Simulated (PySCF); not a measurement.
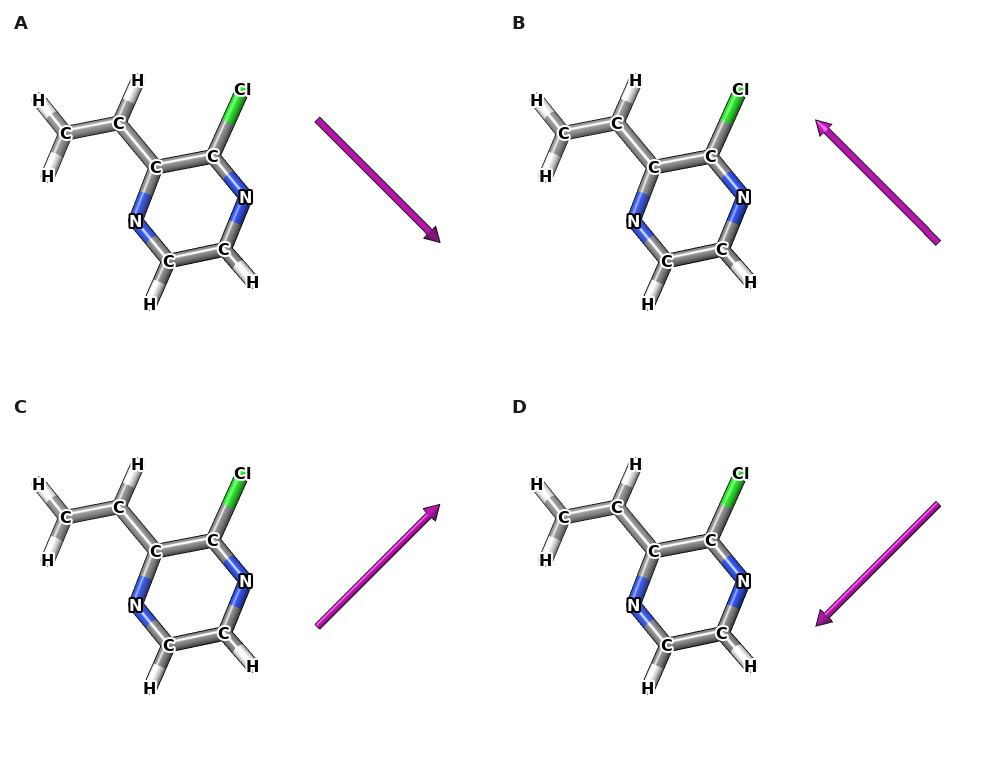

The same molecule four times, each with an arrow. The geometry was computed by an optimisation with GFN2-xTB. No frequency run is at hand to confirm it as a minimum. Properties computed with B3LYP/def2-SVPD, gas phase (PySCF 2.14.0).

> Which arrow points along the dipole moment, from the negative to the positive end?

D. The dipole moment is 1.61 D.
